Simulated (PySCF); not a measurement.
Al(H)3(NH3), H6AlN, singlet at its B3LYP/def2-SVP optimised geometry (Å):

```
8

Al    -1.1043    -0.3150     0.0000
H     -1.3608    -1.1056    -1.3700
H     -1.3616    -1.1059     1.3697
H     -1.3620     1.2666     0.0000
N      0.9842    -0.3150     0.0000
H      1.3620     0.1600     0.8239
H      1.3613     0.1607    -0.8239
H      1.3607    -1.2666    -0.0006
```

Method: B3LYP/def2-TZVP (PySCF 2.14.0).

Map of the electron localisation function on the plane z = 1.2 Å:

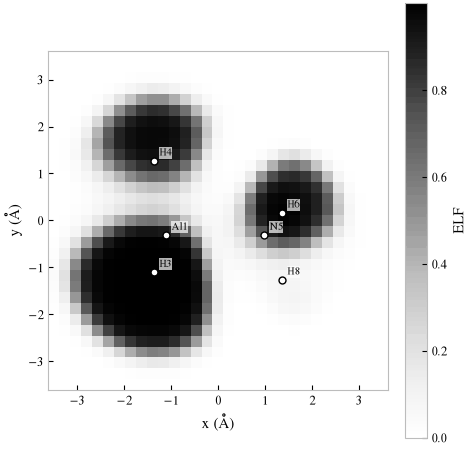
Figure. Electron localisation function on the plane z = 1.2 Å.
